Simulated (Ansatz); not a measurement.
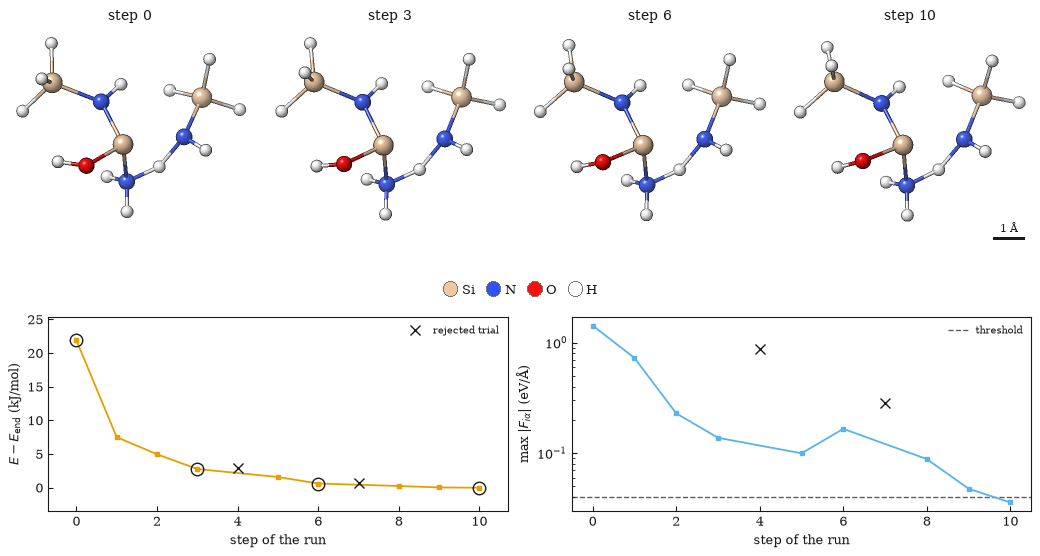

Frames of a constrained relaxation of Si$_{3}$N$_{3}$H$_{12}$O (multiplicity 2), marked on the history of the run. The picture is a ball-and-stick view, seen at a tilt.

The reaction that was planned forms Si1–N8, N2–H7 and breaks Si1–N2, H7–N8 (atoms numbered from 1 in input order).

All numbers below come from Ansatz 0.2.0, UKS PBE0-D4/def2-SVP.

Input
```yaml
crystal:
  periodic: [false, false, false]
  atoms:
    - {symbol: Si, position_ang: [0.848400, -0.053600, 0.904600]}
    - {symbol: N, position_ang: [1.419000, -0.469000, -1.262000]}
    - {symbol: Si, position_ang: [0.741700, 0.131100, -2.715900]}
    - {symbol: N, position_ang: [-0.599200, 0.809100, 0.489200]}
    - {symbol: Si, position_ang: [-1.763200, 1.521200, 1.545500]}
    - {symbol: O, position_ang: [0.845300, -0.160200, 2.541800]}
    - {symbol: H, position_ang: [0.836900, -1.553900, -0.625300]}
    - {symbol: N, position_ang: [0.397600, -1.837400, 0.436500]}
    - {symbol: H, position_ang: [2.421300, -0.590700, -1.290400]}
    - {symbol: H, position_ang: [0.960700, 1.566900, -2.948000]}
    - {symbol: H, position_ang: [1.265800, -0.613100, -3.870900]}
    - {symbol: H, position_ang: [-0.704400, -0.123300, -2.606900]}
    - {symbol: H, position_ang: [-0.691300, 1.017600, -0.489300]}
    - {symbol: H, position_ang: [-1.114700, 2.358600, 2.560600]}
    - {symbol: H, position_ang: [-2.674200, 2.288700, 0.699500]}
    - {symbol: H, position_ang: [-2.509000, 0.456300, 2.250200]}
    - {symbol: H, position_ang: [0.025200, -0.121200, 3.043500]}
    - {symbol: H, position_ang: [-0.594000, -2.050700, 0.413600]}
    - {symbol: H, position_ang: [0.888200, -2.576400, 0.923900]}
basis:
  gaussian: {orbitals: def2-SVP}
magnetization: {spin_polarized: true, initial_magnetization: 1}
hamiltonian: {xc: pbe0, dispersion: d4}
relax: {f_tol: 0.04, max_steps: 150, escape_saddle: false, constraints: [{distance: [0, 7]}, {distance: [1, 6]}, {distance: [0, 1]}, {distance: [6, 7]}]}
```

Run as
```bash
ansatz run in.yaml --threads 4 --pin off --events-out ev --progress --plain --max-ram 66560MiB --backend cuda --devices 0, --max-vram 37GiB
```

> Describe the path.

Over 8 accepted moves (10 points after the start) the energy falls by 21.9 kJ/mol. The largest force component goes from 1.4 to 0.036 eV/Å. The line search rejected the trial steps at points 4, 7 of the run. The largest move after the best rigid fit is that of H14, 0.54 Å. Largest moves by element: H 0.54 Å, O 0.19 Å, N 0.18 Å, Si 0.11 Å. Some distances before and after: Si1–O6 1.641 → 1.698 Å, Si5–H15 1.461 → 1.496 Å, Si3–H10 1.471 → 1.502 Å, Si5–H14 1.467 → 1.494 Å. Among the angles between lasting bonds that change: Si1–N4–H13 114.4° → 119.0°, Si1–N4–Si5 128.4° → 123.9°, N4–Si1–O6 105.6° → 101.4°. Groups turn about Si1–O6 by about 30°. The run took about 40 s of wall time on a shared GPU. From step 0 to 3: H14 moves most (0.23 Å), energy −19.1 kJ/mol. From step 3 to 6: H16 moves most (0.19 Å), energy −2.15 kJ/mol. From step 6 to 10: H atoms move most (0.15 Å), energy −0.63 kJ/mol.
